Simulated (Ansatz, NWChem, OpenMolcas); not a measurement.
NH (imidogen): methods side by side

NH has 2 atoms, charge 0, and is taken as a triplet. SMILES: `[NH]`. Geometry: the measured bond length.

| atom | x (Å) | y (Å) | z (Å) |
| --- | --- | --- | --- |
| N | 0.0000 | 0.0000 | 0.0000 |
| H | 0.0000 | 0.0000 | 1.0362 |

Each level gives the electronic atomisation energy (eV). The values are calculated. Electronic energies at fixed atoms, without zero-point motion or spin-orbit coupling.

```csv
level,kind,program,value (eV),less CCSD(T)/aug-cc-pVTZ,CPU time (all runs)
UHF/aug-cc-pVTZ,Hartree–Fock,Ansatz,2.22,-1.27,0.79 s
USVWN5/aug-cc-pVTZ,LDA,OpenMolcas,4.13,+0.64,15 s
UPBE/aug-cc-pVTZ,GGA,Ansatz,3.83,+0.34,2.4 s
UTPSS/aug-cc-pVTZ,meta-GGA,NWChem,3.90,+0.41,18 s
UB3LYP/aug-cc-pVTZ,global hybrid,NWChem,3.81,+0.32,13 s
U-wB97X/aug-cc-pVTZ,range-separated hybrid,Ansatz,3.64,+0.15,9.9 s
UMP3/aug-cc-pVTZ,perturbation theory,NWChem,3.42,-0.07,22 s
UCCSD(T)/aug-cc-pVTZ,coupled cluster or CI,NWChem,3.49,0.00,18 s
FCI/3-21G,exact in the basis,Ansatz,2.50,-0.99,0.51 s
```

Differences are taken from UCCSD(T)/aug-cc-pVTZ for orientation; it has basis-set and higher-order errors of its own. The values span 2.22 to 4.13 eV. High-level rows in very small sets aren't better than simpler rows in larger ones. CPU times are rough (shared hosts, several kinds of processor): they show what a rung costs within a factor of a few.

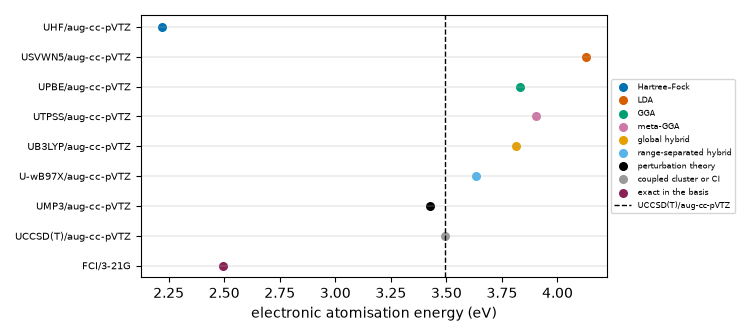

The values of the table, level by level.
